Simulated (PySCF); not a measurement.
# One shape, several levels: AlH3S2O (SMILES [OH][Al]([SH])[SH])

Aim: a comparison of 5 runs (HF/3-21G, HF/def2-SVP, B3LYP/6-31G*, M06-2X/def2-SVP, CCSD(T)/def2-SVP) of AlH3S2O. Input form: a Python script.

The results are computed with PySCF 2.14.0.

## Step 1: The system as given

AlH3S2O has 7 atoms, charge 0, and is taken as a singlet. As SMILES, `[OH][Al]([SH])[SH]`. The shape is that of a PBE0-D4/def2-TZVP optimisation. This is one conformer, not always the lowest.

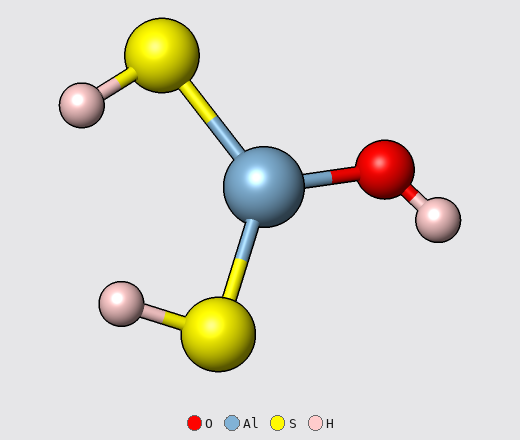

The structure, seen from a chosen angle (oxygen red, aluminium light blue, sulfur yellow, hydrogen pink).

## Step 2: Energy and forces at HF/3-21G (run 1)

The input, job.py:

```python
from pyscf import gto

mol = gto.M(
    atom='''
O   -1.985100   0.181200   0.466200
Al  -0.338900   0.027200   0.141900
S    0.965600   0.014800   1.879700
S    0.363100  -0.144100  -1.916700
H   -2.678100   0.202700  -0.190400
H    2.078300  -0.118200   1.138300
H    1.656500  -0.231700  -1.564700
''',
    max_memory=1860,
    basis='3-21g',
    verbose=4,
)

mf = mol.RHF()
mf.conv_tol = 1e-10
mf.kernel()
if not mf.converged:
    mf = mf.newton().run(mf.mo_coeff, mf.mo_occ)

e_tot = mf.e_tot
print(f'total energy: {e_tot:.8f} hartree')
grad = mf.nuc_grad_method().kernel()
mf.analyze()
```

The run is started by

```bash
$ OMP_NUM_THREADS=1 python job.py
```

Output:

```text
PySCF version 2.14.0

[... 62 lines left out ...]
total energy: -1108.04198813 hartree
[... 19 lines left out ...]
DFT Exchange-Correlation Energy =      -77.576798669969321
[... 7 lines left out ...]
MO #6   energy= -8.92025874785753  occ= 2
[... 5 lines left out ...]
MO #12  energy= -6.59017886321619  occ= 2
[... 5 lines left out ...]
MO #18  energy= -1.00366714966199  occ= 2
[... 5 lines left out ...]
MO #24  energy= -0.509813341983627 occ= 2
[... 5 lines left out ...]
MO #30  energy= 0.0911468461500053 occ= 0
[... 5 lines left out ...]
MO #36  energy= 0.325772360298329  occ= 0
[... 5 lines left out ...]
MO #42  energy= 0.711611208376675  occ= 0
[... 5 lines left out ...]
MO #48  energy= 1.1516496852198    occ= 0
[... 5 lines left out ...]
MO #54  energy= 3.08451508175194   occ= 0
[... 25 lines left out ...]
pop of  2 S 2s            1.99962
pop of  2 S 3s            1.69544
pop of  2 S 4s            0.00483
pop of  2 S 2px           1.99981
pop of  2 S 2py           1.99995
pop of  2 S 2pz           1.99986
pop of  2 S 3px           1.17201
pop of  2 S 3py           1.87400
pop of  2 S 3pz           1.55097
pop of  2 S 4px           0.00786
pop of  2 S 4py           0.00315
pop of  2 S 4pz           0.00159
pop of  3 S 1s            1.99999
pop of  3 S 2s            1.99963
pop of  3 S 3s            1.69341
pop of  3 S 4s            0.00575
pop of  3 S 2px           1.99979
pop of  3 S 2py           1.99995
pop of  3 S 2pz           1.99988
pop of  3 S 3px           1.14832
pop of  3 S 3py           1.87777
pop of  3 S 3pz           1.60399
pop of  3 S 4px           0.00801
pop of  3 S 4py           0.00333
pop of  3 S 4pz           0.00137
pop of  4 H 1s            0.67906
pop of  4 H 2s            0.01018
pop of  5 H 1s            0.92403
pop of  5 H 2s            0.00525
pop of  6 H 1s            0.91104
pop of  6 H 2s            0.00541
 ** Mulliken atomic charges  **
charge of    0O =     -0.69626
charge of    1Al =      0.88146
charge of    2S =     -0.30907
charge of    3S =     -0.34116
charge of    4H =      0.31076
charge of    5H =      0.07073
charge of    6H =      0.08354
Dipole moment(X, Y, Z, Debye):  0.32269, -0.12288, -1.76119
```

Run time: 1.7 s. Hardware: 1 thread of Intel Xeon Platinum 8488C (Sapphire Rapids), shared host; peak memory 0.13 GiB.

## Step 3: Energy and gradient at HF/def2-SVP (run 2)

The input, calc.py:

```python
# [OH][Al]([SH])[SH]
from pyscf import gto, scf

mol = gto.Mole()
mol.atom = [
    ('O', (-1.985100, 0.181200, 0.466200)),
    ('Al', (-0.338900, 0.027200, 0.141900)),
    ('S', (0.965600, 0.014800, 1.879700)),
    ('S', (0.363100, -0.144100, -1.916700)),
    ('H', (-2.678100, 0.202700, -0.190400)),
    ('H', (2.078300, -0.118200, 1.138300)),
    ('H', (1.656500, -0.231700, -1.564700)),
]
mol.basis = 'def2-svp'
mol.verbose = 4
mol.max_memory = 1860
mol.charge = 0
mol.build()

mf = scf.RHF(mol)
mf.conv_tol = 1e-10
mf.kernel()
if not mf.converged:
    mf = mf.newton().run(mf.mo_coeff, mf.mo_occ)

e_tot = mf.e_tot
print('Final energy', e_tot)
grad = mf.nuc_grad_method().kernel()
dip = mf.dip_moment()
pop, q = mf.mulliken_pop()
```

The run is started by

```bash
$ OMP_NUM_THREADS=1 python calc.py
```

Output:

```text
PySCF version 2.14.0

[... 61 lines left out ...]
converged SCF energy = -1113.35694824055
Final energy -1113.3569482405455
[... 13 lines left out ...]
Dipole moment(X, Y, Z, Debye):  0.52404, -0.12587, -1.51036
[... 52 lines left out ...]
pop of  3 S 2s            1.99114
pop of  3 S 3s            1.15632
pop of  3 S 4s            0.69508
pop of  3 S 2px           1.97692
pop of  3 S 2py           1.98204
pop of  3 S 2pz           1.98009
pop of  3 S 3px           0.48986
pop of  3 S 3py           0.66414
pop of  3 S 3pz           0.60278
pop of  3 S 4px           0.62600
pop of  3 S 4py           1.21114
pop of  3 S 4pz           0.97361
pop of  3 S 3dxy          0.00025
pop of  3 S 3dyz          0.00404
pop of  3 S 3dz^2         0.01461
pop of  3 S 3dxz          0.01183
pop of  3 S 3dx2-y2       0.01515
pop of  4 H 1s            0.66341
pop of  4 H 2s            0.04892
pop of  4 H 2px           0.02858
pop of  4 H 2py           0.01626
pop of  4 H 2pz           0.02795
pop of  5 H 1s            0.71004
pop of  5 H 2s            0.18726
pop of  5 H 2px           0.01659
pop of  5 H 2py           0.00746
pop of  5 H 2pz           0.00998
pop of  6 H 1s            0.70628
pop of  6 H 2s            0.18127
pop of  6 H 2px           0.02007
pop of  6 H 2py           0.00728
pop of  6 H 2pz           0.00666
 ** Mulliken atomic charges  **
charge of    0O =     -0.61981
charge of    1Al =      1.01439
charge of    2S =     -0.36213
charge of    3S =     -0.39443
charge of    4H =      0.21487
charge of    5H =      0.06868
charge of    6H =      0.07842
```

Wall time 4.2 s (1 thread of Intel Xeon Platinum 8488C (Sapphire Rapids), shared host); peak memory 0.16 GiB.

Runs 3 to 4 aren't shown in full; the table further down has their settings and results.

## Step 4: A single-point energy at CCSD(T)/def2-SVP (run 5)

The input, run.py:

```python
from pyscf import gto, cc

system = gto.Mole()
system.atom = [
    ('O', (-1.985100, 0.181200, 0.466200)),
    ('Al', (-0.338900, 0.027200, 0.141900)),
    ('S', (0.965600, 0.014800, 1.879700)),
    ('S', (0.363100, -0.144100, -1.916700)),
    ('H', (-2.678100, 0.202700, -0.190400)),
    ('H', (2.078300, -0.118200, 1.138300)),
    ('H', (1.656500, -0.231700, -1.564700)),
]
system.max_memory = 1860
system.basis = 'def2-svp'
system.spin = 0
system.verbose = 4
system.build()

calc0 = system.RHF()
calc0.conv_tol = 1e-10
calc0.kernel()
if not calc0.converged:
    calc0 = calc0.newton().run(calc0.mo_coeff, calc0.mo_occ)

mycc = cc.CCSD(calc0, frozen=16)
mycc.kernel()
e_t = mycc.ccsd_t()
etot = mycc.e_tot + e_t
print('E(%s) = %.9f' % ('CCSD(T)', etot))
calc0.analyze()
```

The run is started by

```bash
$ OMP_NUM_THREADS=1 python run.py
```

Output:

```text
PySCF version 2.14.0

[... 92 lines left out ...]
Total Energy =                       -1113.356948240545535
[... 9 lines left out ...]
MO #3   energy= -58.4933835103298  occ= 2
[... 7 lines left out ...]
MO #11  energy= -6.63703526239766  occ= 2
[... 7 lines left out ...]
MO #19  energy= -0.951154096561371 occ= 2
[... 7 lines left out ...]
MO #27  energy= -0.400539619310052 occ= 2
[... 7 lines left out ...]
MO #35  energy= 0.271477126020216  occ= 0
[... 7 lines left out ...]
MO #43  energy= 0.630027401204581  occ= 0
[... 7 lines left out ...]
MO #51  energy= 0.87840825219213   occ= 0
[... 7 lines left out ...]
MO #59  energy= 1.09875745352419   occ= 0
[... 7 lines left out ...]
MO #67  energy= 1.43867950149666   occ= 0
[... 7 lines left out ...]
MO #75  energy= 2.02695852373745   occ= 0
[... 7 lines left out ...]
MO #83  energy= 4.10862557356521   occ= 0
[... 54 lines left out ...]
pop of  3 S 3s            1.66820
pop of  3 S 4s            0.00304
pop of  3 S 2px           1.99997
pop of  3 S 2py           2.00000
pop of  3 S 2pz           1.99999
pop of  3 S 3px           1.14282
pop of  3 S 3py           1.86104
pop of  3 S 3pz           1.62799
pop of  3 S 4px           0.00511
pop of  3 S 4py           0.00161
pop of  3 S 4pz           0.00046
pop of  3 S 3dxy          0.00010
pop of  3 S 3dyz          0.00313
pop of  3 S 3dz^2         0.00866
pop of  3 S 3dxz          0.00551
pop of  3 S 3dx2-y2       0.00552
pop of  4 H 1s            0.65008
pop of  4 H 2s            0.01159
pop of  4 H 2px           0.00206
pop of  4 H 2py           0.00141
pop of  4 H 2pz           0.00159
pop of  5 H 1s            0.91420
pop of  5 H 2s            0.00690
pop of  5 H 2px           0.00451
pop of  5 H 2py           0.00082
pop of  5 H 2pz           0.00171
pop of  6 H 1s            0.90629
pop of  6 H 2s            0.00716
pop of  6 H 2px           0.00560
pop of  6 H 2py           0.00076
pop of  6 H 2pz           0.00064
 ** Mulliken atomic charges  **
charge of    0O =     -0.78736
charge of    1Al =      0.94762
charge of    2S =     -0.31181
charge of    3S =     -0.33314
charge of    4H =      0.33328
charge of    5H =      0.07186
charge of    6H =      0.07955
Dipole moment(X, Y, Z, Debye):  0.52404, -0.12587, -1.51036
```

Wall time 8.1 s (1 thread of Intel Xeon Platinum 8488C (Sapphire Rapids), shared host); peak memory 0.32 GiB.

## Step 5: The series

| run | level | Cartesian functions | integration grid | energy (Eh) | dipole moment (D) of the reference | HOMO energy (eV) | LUMO energy (eV) | wall time |
| --- | --- | --- | --- | --- | --- | --- | --- | --- |
| 1 | HF/3-21G | no | – | -1108.041988 | 1.79 | -10.79 | 2.21 | 1.7 s |
| 2 | HF/def2-SVP | no | – | -1113.356948 | 1.60 | -10.37 | 2.55 | 4.2 s |
| 3 | B3LYP/6-31G* (Cartesian functions) | yes | 5 | -1115.976946 | 1.41 | -7.35 | -0.79 | 24 s |
| 4 | M06-2X/def2-SVP | no | 5 | -1115.527483 | 1.47 | -8.68 | 0.32 | 26 s |
| 5 | CCSD(T)/def2-SVP | no | – | -1113.917565 | 1.60 | -10.37 | 2.55 | 8.1 s |

## Step 6: What came out

| quantity | value |
| --- | --- |
| run 5: total energy | -1113.91757 Eh |
| run 5: dipole moment (Hartree–Fock density) | 1.60 D |
| run 5: HOMO energy (Hartree–Fock orbitals) | -10.37 eV |
| run 5: LUMO energy (Hartree–Fock orbitals) | 2.55 eV |
| run 5: HOMO–LUMO gap (Hartree–Fock orbitals) | 12.92 eV |
| run 5: correlation energy (16 core orbitals frozen) | -560.6 mEh |
| run 5: (T) correction | -13.49 mEh |
| run 5: T1 diagnostic | 0.012 |

What this shows: Over runs 1, 2, 3, 4 the dipole moment (its size) runs from 1.41 D (B3LYP/6-31G*) to 1.79 D (HF/3-21G). The two ends differ in method and basis. Over runs 1, 2, 3, 4 the HOMO–LUMO gap runs from 6.56 eV (B3LYP/6-31G*) to 12.99 eV (HF/3-21G). Totals of different functionals can't be ranked against each other. All runs together took 64 s, the longest 26 s.
